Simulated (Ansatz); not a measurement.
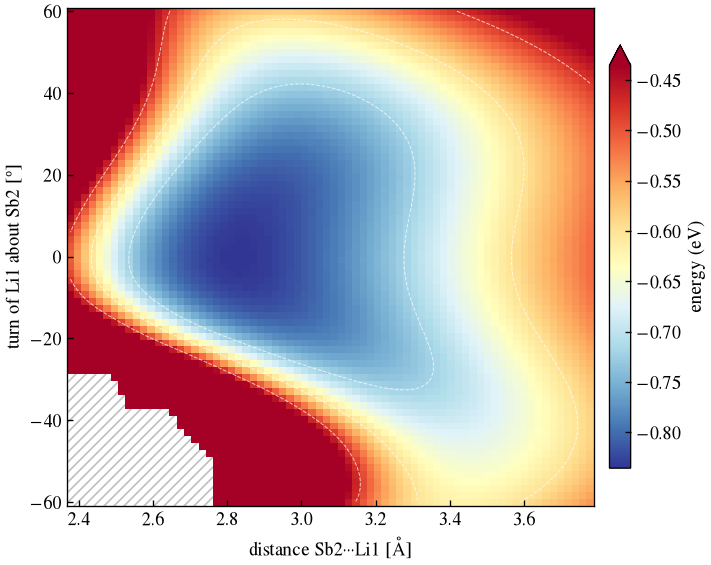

Energy landscape of the pair Li···H₃Sb, charge +1. The turn is about an axis along (0.27, 0.95, −0.14) in the frame of the relaxed pair, normal to the line between the partners. First axis: distance Sb2···Li1. Second axis: turn of Li1 about Sb2. The scan uses a 15 × 15 grid. At 20 points there is no value (left out of the scan, as a rule where atoms come close). Points are written as (first, second). Energies are in eV, from the ion and the molecule far apart, frozen as in the relaxed pair, each in its own basis (no counterpoise correction). Method: RHF-MP2, frozen core/def2-TZVPD (Ansatz).

Drawn: a smooth colour map with a few white contour lines, one colour for all values above the top of the scale, hatched blanks where no value was computed. Between grid points the surface is interpolated. 

Summarise what can be read from the map.

Answer. The lowest grid point is at (2.806 Å, 0.0°), −0.83 eV from the ion and the molecule far apart, frozen as in the relaxed pair, each in its own basis (no counterpoise correction). No other kind of well shows on this grid. The highest grid point, (2.540 Å, −34.3°), lies 1.94 eV above the lowest. Round the minimum the two coordinates are nearly uncoupled.

The values on the grid:

| turn of Li1 about Sb2 ↓, distance Sb2···Li1 → | 2.378 | 2.413 | 2.470 | 2.540 | 2.621 | 2.709 | 2.806 | 2.909 | 3.018 | 3.132 | 3.252 | 3.377 | 3.506 | 3.640 | 3.778 |
| --- | --- | --- | --- | --- | --- | --- | --- | --- | --- | --- | --- | --- | --- | --- | --- |
| 60.0 | −0.06 | −0.15 | −0.26 | −0.37 | −0.46 | −0.52 | −0.56 | −0.58 | −0.58 | −0.56 | −0.53 | −0.49 | −0.45 | −0.41 | −0.37 |
| 51.4 | 0.01 | −0.09 | −0.23 | −0.36 | −0.48 | −0.56 | −0.62 | −0.65 | −0.65 | −0.64 | −0.61 | −0.57 | −0.52 | −0.48 | −0.43 |
| 42.9 | 0.04 | −0.07 | −0.23 | −0.38 | −0.51 | −0.61 | −0.67 | −0.71 | −0.72 | −0.70 | −0.67 | −0.63 | −0.58 | −0.53 | −0.48 |
| 34.3 | −0.03 | −0.14 | −0.29 | −0.44 | −0.57 | −0.66 | −0.73 | −0.76 | −0.76 | −0.75 | −0.71 | −0.67 | −0.62 | −0.57 | −0.51 |
| 25.7 | −0.17 | −0.27 | −0.40 | −0.53 | −0.64 | −0.72 | −0.77 | −0.80 | −0.79 | −0.77 | −0.74 | −0.69 | −0.64 | −0.58 | −0.53 |
| 17.1 | −0.33 | −0.41 | −0.52 | −0.63 | −0.72 | −0.78 | −0.81 | −0.82 | −0.81 | −0.78 | −0.74 | −0.69 | −0.64 | −0.58 | −0.53 |
| 8.6 | −0.45 | −0.52 | −0.61 | −0.70 | −0.76 | −0.81 | −0.83 | −0.83 | −0.81 | −0.78 | −0.73 | −0.68 | −0.63 | −0.57 | −0.52 |
| 0.0 | −0.51 | −0.57 | −0.65 | −0.72 | −0.78 | −0.82 | −0.83 | −0.83 | −0.81 | −0.77 | −0.73 | −0.68 | −0.63 | −0.57 | −0.52 |
| −8.6 | −0.44 | −0.51 | −0.60 | −0.69 | −0.76 | −0.80 | −0.82 | −0.83 | −0.81 | −0.78 | −0.73 | −0.68 | −0.63 | −0.58 | −0.52 |
| −17.1 | −0.10 | −0.20 | −0.35 | −0.49 | −0.61 | −0.70 | −0.76 | −0.79 | −0.80 | −0.78 | −0.74 | −0.70 | −0.65 | −0.59 | −0.54 |
| −25.7 | 0.80 | 0.60 | 0.32 | 0.04 | −0.22 | −0.42 | −0.58 | −0.68 | −0.73 | −0.75 | −0.74 | −0.71 | −0.67 | −0.62 | −0.56 |
| −34.3 | – | – | – | 1.11 | 0.58 | 0.16 | −0.18 | −0.42 | −0.58 | −0.67 | −0.71 | −0.71 | −0.68 | −0.63 | −0.58 |
| −42.9 | – | – | – | – | – | 0.93 | 0.35 | −0.08 | −0.37 | −0.55 | −0.64 | −0.68 | −0.67 | −0.64 | −0.59 |
| −51.4 | – | – | – | – | – | – | 0.68 | 0.14 | −0.22 | −0.45 | −0.58 | −0.64 | −0.65 | −0.62 | −0.57 |
| −60.0 | – | – | – | – | – | – | 0.52 | 0.05 | −0.26 | −0.46 | −0.57 | −0.62 | −0.62 | −0.59 | −0.54 |

Time for the 205 points that were run: 10 min on 1 thread of Arm Neoverse V2 (shared host).
